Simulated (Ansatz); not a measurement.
**CH3BOS: a spread of methods and bases, part 1 of 2**

How do the results and run time of CH3BOS respond when the settings are drawn wide?

Computed with Ansatz 0.2.0, Gaussian basis. Level: the settings change from run to run.

## (1) The relaxed structure

An earlier PBE0-D4 in a triple-zeta def2 set relaxation fixed the geometry.

SMILES `BSC=O`, 7 atoms, charge 0, spin multiplicity 1.

Atoms are counted from 1 here; the program's logs count them from 0.

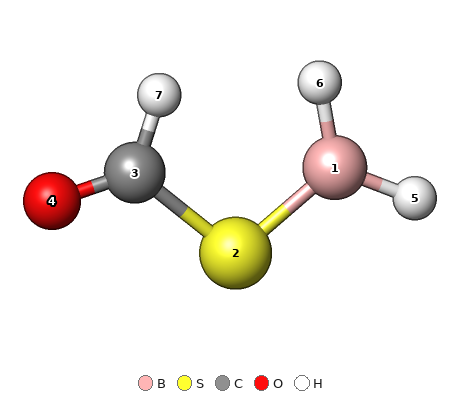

The structure; boron pink, sulfur yellow, carbon grey, oxygen red, hydrogen white; atoms are numbered from 1 in the order of the file.

Geometry (Å):

```mol
CH3BOS
  3D, bonds by distance, orders not assigned

  7  6  0  0  0  0  0  0  0  0999 V2000
    0.3541   -0.5001   -1.2266 B   0  0
    0.4559   -0.9958    0.4660 S   0  0
   -0.3135    0.4239    1.2718 C   0  0
   -0.4524    0.5036    2.4476 O   0  0
    0.7907   -1.2439   -2.0454 H   0  0
   -0.1411    0.5500   -1.5042 H   0  0
   -0.6324    1.1944    0.5451 H   0  0
  1  2  8  0
  2  3  8  0
  3  4  8  0
  1  5  8  0
  1  6  8  0
  3  7  8  0
M  END
```

## (2) B3LYP/cc-pVTZ-DK

Set apart from the defaults: finite nuclei, relativity set to scalar.

File in.yaml:

```yaml
crystal:
  periodic: [false, false, false]
  atoms:
    - {symbol: B, position_ang: [0.354122, -0.500087, -1.226592]}
    - {symbol: S, position_ang: [0.455911, -0.995806, 0.466036]}
    - {symbol: C, position_ang: [-0.313466, 0.423884, 1.271826]}
    - {symbol: O, position_ang: [-0.452409, 0.503597, 2.447576]}
    - {symbol: H, position_ang: [0.790714, -1.243938, -2.045443]}
    - {symbol: H, position_ang: [-0.141128, 0.550047, -1.504246]}
    - {symbol: H, position_ang: [-0.632445, 1.194402, 0.545143]}
basis:
  gaussian: {orbitals: cc-pVTZ-DK, nuclear_model: gaussian}
hamiltonian: {xc: {name: B3LYP}, pseudopotentials: {relativity: scalar}}
output: {forces: true}
```

On the command line:

```console
$ ansatz run in.yaml --threads 2 --pin off --events-out ev --progress --plain --max-ram 4352MiB
```

The program printed:

```text
Functional definition: B3LYP
  name "B3LYP"
  cite "Stephens, Devlin, Chabalowski & Frisch, J. Phys. Chem. 98, 11623 (1994) doi:10.1021/j100096a001"
  cite "Becke, Phys. Rev. A 38, 3098 (1988) doi:10.1103/PhysRevA.38.3098"
  cite "Lee, Yang & Parr, Phys. Rev. B 37, 785 (1988) doi:10.1103/PhysRevB.37.785"
  cite "Vosko, Wilk & Nusair, Can. J. Phys. 58, 1200 (1980) doi:10.1139/p80-159"
  parameter a0 = 0.2
  parameter ax = 0.72
  parameter ac = 0.81
  exchange = (1 - a0 - ax)*slater_x + ax*b88_x + a0*exact_x
  correlation = (1 - ac)*vwn_rpa_c + ac*lyp_c
1011 factors; their error is unknown
mean field evaluation 1: about -14674.2322 eV, gradient 4.8e1 eV
mean field evaluation 2: about -14662.4033 eV, gradient 9.2e1 eV
mean field evaluation 4: about -14678.6141 eV, gradient 5.1e0 eV
mean field evaluation 8: about -14678.6748 eV, gradient 3.0e-1 eV
mean field evaluation 16: about -14678.6749 eV, gradient 7.8e-6 eV
mean field -14678.67489068 eV, -539.4313526695 hartree, gradient 7.8e-6 eV, S^2 0.000000; 0 other end points of the search recorded, 0 dependent functions left out
the calculation of the forces begins
reference -14678.67511197 eV, -539.4313608017 hartree; 19, 19 occupied and 147, 147 virtual orbitals, 1011 factors
Total energy: -14678.67511197 eV, -539.4313608017 hartree
Relativity: scalar
Atom 0 at     0.354122    -0.500087    -1.226592 Å, force     0.002013     0.057431    -0.360854 eV/Å
Atom 1 at     0.455911    -0.995806     0.466036 Å, force     0.167437    -0.339314     0.001949 eV/Å
Atom 2 at    -0.313466     0.423884     1.271826 Å, force    -0.141792     0.311051    -0.139216 eV/Å
Atom 3 at    -0.452409     0.503597     2.447576 Å, force    -0.051665     0.048007     0.330441 eV/Å
Atom 4 at     0.790714    -1.243938    -2.045443 Å, force    -0.057072     0.100976     0.085793 eV/Å
Atom 5 at    -0.141128     0.550047    -1.504246 Å, force     0.068744    -0.140957     0.011258 eV/Å
Atom 6 at    -0.632445     1.194402     0.545143 Å, force     0.012335    -0.037193     0.070629 eV/Å
Dipole moment:    -0.001239     0.070909    -0.398796 e Å
```

Wall time 3.1 s (2 threads of Arm Neoverse V1, shared host).

Largest force 0.378 eV/Å, dipole 1.95 D.

## (3) PBEsol/def2-TZVPP

Options: D3(BJ) with three-body dispersion, high accuracy.

in.yaml: that of step 2 with these lines changed.

```diff
@@ -11,4 +11,5 @@
 basis:
-  gaussian: {orbitals: cc-pVTZ-DK, nuclear_model: gaussian}
-hamiltonian: {xc: {name: B3LYP}, pseudopotentials: {relativity: scalar}}
+  gaussian: {orbitals: def2-TZVPP}
+hamiltonian: {xc: {name: PBEsol}, dispersion: d3bjatm}
+accuracy: high
 output: {forces: true}
```

Launched as before.

The program printed:

```text
Functional definition: PBEsol
  name "PBEsol"
  cite "Perdew et al., Phys. Rev. Lett. 100, 136406 (2008) doi:10.1103/PhysRevLett.100.136406"
  cite "Perdew, Burke & Ernzerhof, Phys. Rev. Lett. 77, 3865 (1996) doi:10.1103/PhysRevLett.77.3865"
  parent pbesol
  exchange = pbesol_x
  correlation = pbesol_c
3030 factors; integrals over basis functions are off by at most 3.5e-8 eV
mean field evaluation 1: about -14598.5113 eV, gradient 5.4e1 eV
mean field evaluation 2: about -14572.4967 eV, gradient 1.2e2 eV
mean field evaluation 4: about -14604.5442 eV, gradient 1.3e1 eV
mean field evaluation 8: about -14604.8889 eV, gradient 3.8e-1 eV
mean field evaluation 16: about -14604.8892 eV, gradient 1.7e-5 eV
mean field -14604.88924753 eV, -536.7197802971 hartree, gradient 4.8e-8 eV, S^2 0.000000; 0 other end points of the search recorded, 0 dependent functions left out
the calculation of the forces begins
reference -14604.88925097 eV, -536.7197804237 hartree; 19, 19 occupied and 158, 158 virtual orbitals, 3030 factors
Total energy: -14604.94018473 eV, -536.7216522047 hartree
Atom 0 at     0.354122    -0.500087    -1.226592 Å, force     0.015066    -0.064867     0.199818 eV/Å
Atom 1 at     0.455911    -0.995806     0.466036 Å, force     0.114003    -0.205540    -0.147582 eV/Å
Atom 2 at    -0.313466     0.423884     1.271826 Å, force     0.097788    -0.108300    -0.522817 eV/Å
Atom 3 at    -0.452409     0.503597     2.447576 Å, force    -0.115141     0.066356     0.972868 eV/Å
Atom 4 at     0.790714    -1.243938    -2.045443 Å, force     0.091359    -0.158056    -0.156851 eV/Å
Atom 5 at    -0.141128     0.550047    -1.504246 Å, force    -0.113009     0.232561    -0.021251 eV/Å
Atom 6 at    -0.632445     1.194402     0.545143 Å, force    -0.090065     0.237845    -0.324185 eV/Å
Dipole moment:    -0.002659     0.066295    -0.355102 e Å
```

It took 12 s on 2 threads of Arm Neoverse V1, shared host; peak memory 0.66 GiB.

Largest force 0.982 eV/Å, dipole 1.74 D.

## (4) PBE-QIDH/def2-TZVP

Set apart from the defaults: multiplicity 3, a point charge of 0.50 e beside it.

in.yaml: that of step 3 with these lines changed.

```diff
@@ -11,5 +11,4 @@
 basis:
-  gaussian: {orbitals: def2-TZVPP}
-hamiltonian: {xc: {name: PBEsol}, dispersion: d3bjatm}
-accuracy: high
-output: {forces: true}
+  gaussian: {orbitals: def2-TZVP, point_charges: [{charge: 0.50, position_ang: [4.605, 0.187, 0.837]}]}
+magnetization: {spin_polarized: true, initial_magnetization: 2}
+hamiltonian: {xc: {name: PBE-QIDH}}
```

Same command.

The program printed:

```text
Functional definition: PBE-QIDH
  name "PBE-QIDH"
  cite "Brémond, Sancho-García, Pérez-Jiménez & Adamo, J. Chem. Phys. 141, 031101 (2014) doi:10.1063/1.4890314"
  cite "Perdew, Burke & Ernzerhof, Phys. Rev. Lett. 77, 3865 (1996) doi:10.1103/PhysRevLett.77.3865"
  parameter a = 3^(-1/3)
  parameter c = 1/3
  exchange = (1 - a)*pbe_x + a*exact_x
  correlation = (1 - c)*pbe_c + c*(mp2_os + mp2_ss)
974 factors; integrals over basis functions are off by at most 1.1e-3 eV
mean field evaluation 1: about -14620.3861 eV, gradient 2.4e1 eV
mean field evaluation 2: about -14620.6172 eV, gradient 2.4e1 eV
mean field evaluation 4: about -14624.0124 eV, gradient 4.2e0 eV
mean field evaluation 8: about -14624.6661 eV, gradient 1.1e0 eV
mean field evaluation 16: about -14624.7128 eV, gradient 3.5e-2 eV
mean field evaluation 32: about -14624.7129 eV, gradient 5.2e-5 eV
mean field -14624.71293723 eV, -537.4482874569 hartree, gradient 3.4e-6 eV, S^2 2.020739; 2 other end points of the search recorded, 0 dependent functions left out
8 core orbitals not correlated: weight in the atoms' cores, before any rotation towards them, 1.000 or more for the frozen orbitals, at most 0.000 for the correlated occupied ones
reference -14624.71294872 eV, -537.4482878790 hartree; 12, 10 occupied and 128, 130 virtual orbitals, 974 factors
second order -18.68134720 eV of doubles, -0.00000000 eV of singles
Total energy: -14630.94006445 eV, -537.6771301613 hartree
```

Wall time 8.5 s (2 threads of Arm Neoverse V1, shared host).

⟨S²⟩ 2.021.

## (5) BLYP/def2-mTZVPP

in.yaml: that of step 4 with these lines changed.

```diff
@@ -11,4 +11,4 @@
 basis:
-  gaussian: {orbitals: def2-TZVP, point_charges: [{charge: 0.50, position_ang: [4.605, 0.187, 0.837]}]}
-magnetization: {spin_polarized: true, initial_magnetization: 2}
-hamiltonian: {xc: {name: PBE-QIDH}}
+  gaussian: {orbitals: def2-mTZVPP}
+hamiltonian: {xc: {name: BLYP}}
+output: {forces: true}
```

The command is unchanged.

The program printed:

```text
Functional definition: BLYP
  name "BLYP"
  cite "Becke, Phys. Rev. A 38, 3098 (1988) doi:10.1103/PhysRevA.38.3098"
  cite "Lee, Yang & Parr, Phys. Rev. B 37, 785 (1988) doi:10.1103/PhysRevB.37.785"
  parameter beta = 0.0042
  parameter a = 0.04918
  parameter b = 0.132
  parameter c = 0.2533
  parameter d = 0.349
  exchange = b88_x(beta = beta)
  correlation = lyp_c(a = a, b = b, c = c, d = d)
931 factors; their error is unknown
mean field evaluation 1: about -14638.2417 eV, gradient 5.8e1 eV
mean field evaluation 2: about -14601.5066 eV, gradient 1.4e2 eV
mean field evaluation 4: about -14644.6624 eV, gradient 1.2e1 eV
mean field evaluation 8: about -14645.0194 eV, gradient 2.6e-1 eV
mean field evaluation 16: about -14644.9980 eV, gradient 9.4e-5 eV
mean field -14644.99801258 eV, -538.1937502262 hartree, gradient 3.4e-5 eV, S^2 0.000000; 0 other end points of the search recorded, 0 dependent functions left out
the calculation of the forces begins
reference -14644.99833276 eV, -538.1937619926 hartree; 19, 19 occupied and 85, 85 virtual orbitals, 931 factors
Total energy: -14644.99833276 eV, -538.1937619926 hartree
Atom 0 at     0.354122    -0.500087    -1.226592 Å, force     0.002501     0.084558    -0.524970 eV/Å
Atom 1 at     0.455911    -0.995806     0.466036 Å, force     0.431440    -0.876096     0.015555 eV/Å
Atom 2 at    -0.313466     0.423884     1.271826 Å, force    -0.152333     0.461998    -0.894928 eV/Å
Atom 3 at    -0.452409     0.503597     2.447576 Å, force    -0.214534     0.157393     1.615639 eV/Å
Atom 4 at     0.790714    -1.243938    -2.045443 Å, force     0.008177    -0.009144    -0.042798 eV/Å
Atom 5 at    -0.141128     0.550047    -1.504246 Å, force    -0.002457     0.011053    -0.034717 eV/Å
Atom 6 at    -0.632445     1.194402     0.545143 Å, force    -0.072794     0.170237    -0.133780 eV/Å
Dipole moment:    -0.000884     0.065238    -0.369900 e Å
```

Wall time 1.4 s (2 threads of Arm Neoverse V1, shared host).

Largest force 1.637 eV/Å, dipole 1.80 D.

## (6) wB97X/cc-pVTZ

Set apart from the defaults: density fitting with cc-pVTZ-jkfit.

in.yaml: that of step 5 with these lines changed.

```diff
@@ -11,4 +11,3 @@
 basis:
-  gaussian: {orbitals: def2-mTZVPP}
-hamiltonian: {xc: {name: BLYP}}
-output: {forces: true}
+  gaussian: {orbitals: cc-pVTZ, fitting: {mean_field: cc-pVTZ-jkfit}}
+hamiltonian: {xc: {name: wB97X}}
```

The command is unchanged.

The program printed:

```text
Functional definition: wB97X
  name "wB97X"
  cite "Chai & Head-Gordon, J. Chem. Phys. 128, 084106 (2008) doi:10.1063/1.2834918"
  cite "Becke, J. Chem. Phys. 107, 8554 (1997) doi:10.1063/1.475007"
  parameter omega = 0.3/bohr
  parameter cx = 0.157706
  parameter cx1 = 0.726479
  parameter cx2 = 1.04760
  parameter cx3 = -5.70635
  parameter cx4 = 13.2794
  parameter css1 = -4.33879
  parameter css2 = 18.2308
  parameter css3 = -31.7430
  parameter css4 = 17.2901
  parameter cos1 = 2.37031
  parameter cos2 = -11.3995
  parameter cos3 = 6.58405
  parameter cos4 = -3.78132
  # The coefficients of nought are those of the uniform gas.
  exchange = spin_sum(e_x_unif_sr(omega)*poly(b97_u_x, 1 - cx, cx1, cx2, cx3, cx4)) + cx*exact_x_sr(omega)
      + exact_x_lr(omega)
  correlation = spin_sum(e_c_pw_same_spin*poly(b97_u_same, 1, css1, css2, css3, css4))
      + integral(e_c_pw_opposite_spin*poly(b97_u_opposite, 1, cos1, cos2, cos3, cos4))
448 factors; integrals over basis functions are off by at most 7.1e-1 eV
448 factors; integrals over basis functions are off by at most 7.2e-7 eV
mean field evaluation 1: about -14642.0040 eV, gradient 4.2e1 eV
mean field evaluation 2: about -14639.2014 eV, gradient 6.1e1 eV
mean field evaluation 4: about -14645.1368 eV, gradient 1.4e0 eV
mean field evaluation 8: about -14645.1462 eV, gradient 4.5e-2 eV
mean field evaluation 16: about -14645.1462 eV, gradient 2.4e-5 eV
mean field -14645.14619250 eV, -538.1991957379 hartree, gradient 2.4e-5 eV, S^2 0.000000; 0 other end points of the search recorded, 0 dependent functions left out
reference -14645.14616513 eV, -538.1991947321 hartree; 19, 19 occupied and 147, 147 virtual orbitals, 448 factors
Total energy: -14645.14616513 eV, -538.1991947321 hartree
```

It took 5 s on 2 threads of Arm Neoverse V1, shared host.

## (7) B97/def2-TZVPP

This run has charge +1, multiplicity 2, a grid of angular degree 11.

in.yaml: that of step 6 with these lines changed.

```diff
@@ -11,3 +11,6 @@
 basis:
-  gaussian: {orbitals: cc-pVTZ, fitting: {mean_field: cc-pVTZ-jkfit}}
-hamiltonian: {xc: {name: wB97X}}
+  gaussian: {orbitals: def2-TZVPP, final_grid: {core_spheres: 5, valence_spheres: 4, degree: 11}}
+total_charge: 1
+magnetization: {spin_polarized: true, initial_magnetization: 1}
+hamiltonian: {xc: {name: B97}}
+output: {forces: true}
```

The command is unchanged.

The program printed:

```text
Functional definition: B97
  name "B97"
  cite "Becke, J. Chem. Phys. 107, 8554 (1997) doi:10.1063/1.475007"
  parameter cx = 0.1943
  parameter cx0 = 0.8094
  parameter cx1 = 0.5073
  parameter cx2 = 0.7481
  parameter css0 = 0.1737
  parameter css1 = 2.3487
  parameter css2 = -2.4868
  parameter cos0 = 0.9454
  parameter cos1 = 0.7471
  parameter cos2 = -4.5961
  exchange = spin_sum(e_x_unif_s*poly(b97_u_x, cx0, cx1, cx2)) + cx*exact_x
  correlation = spin_sum(e_c_pw_same_spin*poly(b97_u_same, css0, css1, css2))
      + integral(e_c_pw_opposite_spin*poly(b97_u_opposite, cos0, cos1, cos2))
973 factors; their error is unknown
mean field evaluation 1: about -14621.2478 eV, gradient 5.3e1 eV
mean field evaluation 2: about -14504.0837 eV, gradient 1.5e2 eV
mean field evaluation 4: about -14628.0682 eV, gradient 3.4e1 eV
mean field evaluation 8: about -14633.4400 eV, gradient 7.8e-1 eV
mean field evaluation 16: about -14633.4383 eV, gradient 1.1e-2 eV
mean field evaluation 32: about -14633.4383 eV, gradient 9.4e-6 eV
mean field -14633.43829380 eV, -537.7689383966 hartree, gradient 9.4e-6 eV, S^2 0.758814; 2 other end points of the search recorded, 0 dependent functions left out
the calculation of the forces begins
reference -14633.43831033 eV, -537.7689390038 hartree; 19, 18 occupied and 158, 159 virtual orbitals, 973 factors
Total energy: -14633.43831033 eV, -537.7689390038 hartree
Atom 0 at     0.354122    -0.500087    -1.226592 Å, force    -0.181050     0.530053    -0.957286 eV/Å
Atom 1 at     0.455911    -0.995806     0.466036 Å, force     0.124400    -0.321522     0.408185 eV/Å
Atom 2 at    -0.313466     0.423884     1.271826 Å, force     0.113712    -0.266841     0.214568 eV/Å
Atom 3 at    -0.452409     0.503597     2.447576 Å, force    -0.132742     0.258451     0.059212 eV/Å
Atom 4 at     0.790714    -1.243938    -2.045443 Å, force     0.041454    -0.113291     0.172008 eV/Å
Atom 5 at    -0.141128     0.550047    -1.504246 Å, force     0.098642    -0.202344     0.015804 eV/Å
Atom 6 at    -0.632445     1.194402     0.545143 Å, force    -0.064415     0.115495     0.087509 eV/Å
Dipole moment:    -0.115002     0.290643    -0.337027 e Å
```

Run time: 7.5 s. Hardware: 2 threads of Arm Neoverse V1, shared host.

Largest force 1.109 eV/Å, ⟨S²⟩ 0.759.

(Continued in part 2 of 2.)
